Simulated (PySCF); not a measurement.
**AlCNCl2 (SMILES N#[C][Al]([Cl])[Cl]) at 5 levels**

Wanted: a comparison of 5 runs (HF/STO-3G, HF/def2-SVP, B3LYP/6-31G*, PBE/6-311+G**, M06-2X/pcseg-2) of AlCNCl2. The job is set up through a Python script.

The calculation is run with PySCF 2.14.0.

### Step 1. The system as given

AlCNCl2: 5 atoms, total charge 0, spin state singlet. As SMILES, `N#[C][Al]([Cl])[Cl]`. The coordinates come from a PBE0-D4/def2-TZVP relaxation.

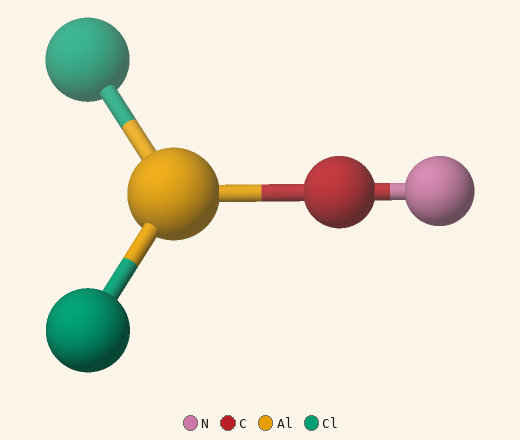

The structure, seen from a chosen angle (nitrogen pink, carbon red, aluminium amber, chlorine teal).

### Step 2. Energy and gradient at HF/STO-3G (run 1)

Contents of input.py:

```python
# N#[C][Al]([Cl])[Cl]
import pyscf.grad
from pyscf import gto

mol = gto.Mole()
mol.atom = [
    ('N', (1.443500, -1.461500, 1.381200)),
    ('C', (0.772200, -0.785700, 0.731700)),
    ('Al', (-0.338400, 0.336700, -0.345900)),
    ('Cl', (-2.023600, -0.475700, -1.213200)),
    ('Cl', (0.196200, 2.312600, -0.595400)),
]
mol.verbose = 3
mol.basis = 'sto-3g'
mol.charge = 0
mol.max_memory = 1860
mol.build()

hf = mol.RHF()
hf.conv_tol = 1e-10
hf.kernel()
if not hf.converged:
    hf = hf.newton().run(hf.mo_coeff, hf.mo_occ)

e_final = hf.e_tot
print(f'total energy: {e_final:.8f} hartree')
grad = hf.Gradients().kernel()
hf.analyze()
```

Launch:

```console
$ OMP_NUM_THREADS=1 python input.py
```

What it wrote:

```text
converged SCF energy = -1239.51665878519
total energy: -1239.51665879 hartree
--------------- RHF gradients ---------------
         x                y                z
0 N    -0.0068120850     0.0069301494    -0.0066407944
1 C     0.0226646478    -0.0229896225     0.0220508426
2 Al    -0.0141177215     0.0142882326    -0.0137209034
3 Cl    -0.0046733821    -0.0038968089    -0.0019032887
4 Cl     0.0029385408     0.0056680494     0.0002141439
----------------------------------------------
**** MO energy ****
MO #1   energy= -103.662374508069  occ= 2
MO #2   energy= -103.662362712224  occ= 2
MO #3   energy= -58.0132365171342  occ= 2
MO #4   energy= -15.3627986041519  occ= 2
MO #5   energy= -11.00658419863    occ= 2
MO #6   energy= -10.3558392910858  occ= 2
MO #7   energy= -10.3558085511377  occ= 2
MO #8   energy= -7.79909848773226  occ= 2
MO #9   energy= -7.79906340882665  occ= 2
MO #10  energy= -7.79467834544479  occ= 2
MO #11  energy= -7.79455791208417  occ= 2
MO #12  energy= -7.79428272696132  occ= 2
MO #13  energy= -7.79425499952032  occ= 2
MO #14  energy= -4.92136206151288  occ= 2
MO #15  energy= -3.15167210029705  occ= 2
MO #16  energy= -3.15020930767228  occ= 2
MO #17  energy= -3.14955670789387  occ= 2
MO #18  energy= -1.16689177681508  occ= 2
MO #19  energy= -1.03546544233283  occ= 2
MO #20  energy= -1.01596525879585  occ= 2
MO #21  energy= -0.658439016701673 occ= 2
MO #22  energy= -0.520704771716352 occ= 2
MO #23  energy= -0.468851657212419 occ= 2
MO #24  energy= -0.463808732720507 occ= 2
MO #25  energy= -0.444063532600973 occ= 2
MO #26  energy= -0.424814977441308 occ= 2
MO #27  energy= -0.424625934684541 occ= 2
MO #28  energy= -0.416757709216139 occ= 2
MO #29  energy= -0.4151444715301   occ= 2
MO #30  energy= -0.412099337906607 occ= 2
MO #31  energy= 0.1957235664669    occ= 0
MO #32  energy= 0.239385067779111  occ= 0
MO #33  energy= 0.322366779819294  occ= 0
MO #34  energy= 0.405997312053223  occ= 0
MO #35  energy= 0.530138867505161  occ= 0
MO #36  energy= 0.561153152246833  occ= 0
MO #37  energy= 1.24295764630509   occ= 0
 ** Mulliken atomic charges  **
charge of    0N =     -0.10520
charge of    1C =     -0.21925
charge of    2Al =      0.97830
charge of    3Cl =     -0.32692
charge of    4Cl =     -0.32693
Dipole moment(X, Y, Z, Debye): -0.45224,  0.45269, -0.43593
```

Run time: 1.8 s. Hardware: 1 thread of Intel Xeon at 2.70GHz, shared host; peak memory 0.12 GiB.

### Step 3. Energy and gradient at HF/def2-SVP (run 2)

Contents of calc.py:

```python
from pyscf import gto

mol = gto.M(
    atom='''
N      2.727820    -2.761835     2.610090
C      1.459247    -1.484758     1.382713
Al    -0.639483     0.636271    -0.653656
Cl    -3.824050    -0.898943    -2.292616
Cl     0.370764     4.370181    -1.125143
''',
    basis='def2-svp',
    unit='bohr',
    verbose=4,
    max_memory=1860,
)

mf = mol.RHF()
mf.conv_tol = 1e-10
mf.kernel()
if not mf.converged:
    mf = mf.newton().run(mf.mo_coeff, mf.mo_occ)

etot = mf.e_tot
print(f'total energy: {etot:.8f} hartree')
grad = mf.nuc_grad_method().kernel()
dip = mf.dip_moment()
pop, q = mf.mulliken_pop()
```

Launch:

```console
$ OMP_NUM_THREADS=1 python calc.py
```

What it wrote:

```text
PySCF version 2.14.0

[... 63 lines left out ...]
converged SCF energy = -1252.95845505834
total energy: -1252.95845506 hartree
[... 11 lines left out ...]
Dipole moment(X, Y, Z, Debye): -1.26416,  1.27325, -1.22368
[... 88 lines left out ...]
charge of    4Cl =     -0.31997
```

Wall time 4.8 s (1 thread of Intel Xeon at 2.70GHz, shared host); peak memory 0.16 GiB.

Runs 3 to 4 aren't shown in full; the table further down has their settings and results.

### Step 4. Energy and forces at M06-2X/pcseg-2 (run 5)

Contents of calc.py:

```python
from pyscf import gto, dft

mol = gto.M(
    atom='''
N    1.443500  -1.461500   1.381200
C    0.772200  -0.785700   0.731700
Al  -0.338400   0.336700  -0.345900
Cl  -2.023600  -0.475700  -1.213200
Cl   0.196200   2.312600  -0.595400
''',
    charge=0,
    verbose=3,
    max_memory=1860,
    basis='pcseg-2',
    spin=0,
)

calc0 = dft.RKS(mol)
calc0.xc = 'm06-2x'
calc0.grids.level = 5
calc0.conv_tol = 1e-10
calc0.kernel()
if not calc0.converged:
    calc0 = calc0.newton().run(calc0.mo_coeff, calc0.mo_occ)

etot = calc0.e_tot
print(f'total energy: {etot:.8f} hartree')
grad = calc0.nuc_grad_method().kernel()
calc0.analyze()
```

Launch:

```console
$ OMP_NUM_THREADS=1 python calc.py
```

What it wrote:

```text
converged SCF energy = -1255.8433654463
[... 19 lines left out ...]
MO #10  energy= -7.54579975508036  occ= 2
[... 18 lines left out ...]
MO #29  energy= -0.425363281647203 occ= 2
[... 18 lines left out ...]
MO #48  energy= 0.356411872387848  occ= 0
[... 18 lines left out ...]
MO #67  energy= 0.749123361217506  occ= 0
[... 18 lines left out ...]
MO #86  energy= 1.46337615455533   occ= 0
[... 18 lines left out ...]
MO #105 energy= 2.20545833405269   occ= 0
[... 18 lines left out ...]
MO #124 energy= 3.22094428577776   occ= 0
[... 18 lines left out ...]
MO #143 energy= 3.98453885560936   occ= 0
[... 18 lines left out ...]
MO #162 energy= 32.2255979452343   occ= 0
[... 6 lines left out ...]
Dipole moment(X, Y, Z, Debye): -1.25818,  1.26738, -1.21797
```

It took 2.8 min on 1 thread of Intel Xeon at 2.70GHz, shared host; peak memory 2.1 GiB.

### Step 5. All runs side by side

| run | level | integration grid | energy (Eh) | dipole moment (D) | HOMO energy (eV) | LUMO energy (eV) | wall time |
| --- | --- | --- | --- | --- | --- | --- | --- |
| 1 | HF/STO-3G | – | -1239.516659 | 0.77 | -11.21 | 5.33 | 1.8 s |
| 2 | HF/def2-SVP | – | -1252.958455 | 2.17 | -13.06 | 0.85 | 4.8 s |
| 3 | B3LYP/6-31G* (spherical functions) | 5 | -1255.810206 | 1.94 | -9.49 | -2.48 | 29 s |
| 4 | PBE/6-311+G** | 5 | -1255.252889 | 2.14 | -8.55 | -3.28 | 44 s |
| 5 | M06-2X/pcseg-2 | 5 | -1255.843365 | 2.16 | -11.30 | -1.84 | 2.8 min |

### Step 6. Outcome

```
                       quantity           value
            run 5: total energy  -1255.84337 Eh
           run 5: dipole moment          2.16 D
             run 5: HOMO energy       -11.30 eV
             run 5: LUMO energy        -1.84 eV
           run 5: HOMO–LUMO gap         9.46 eV
run 5: largest force on an atom      0.464 eV/Å
```

**Reading.** The dipole moment (its size) runs from 0.77 D (HF/STO-3G) to 2.17 D (HF/def2-SVP). The HOMO–LUMO gap runs from 5.27 eV (PBE/6-311+G**) to 16.54 eV (HF/STO-3G). The two ends differ in method and basis. Totals of different functionals can't be ranked against each other. In run 1 the basis is minimal, so the values are rough. All runs together took 4.1 min, the longest 2.8 min.
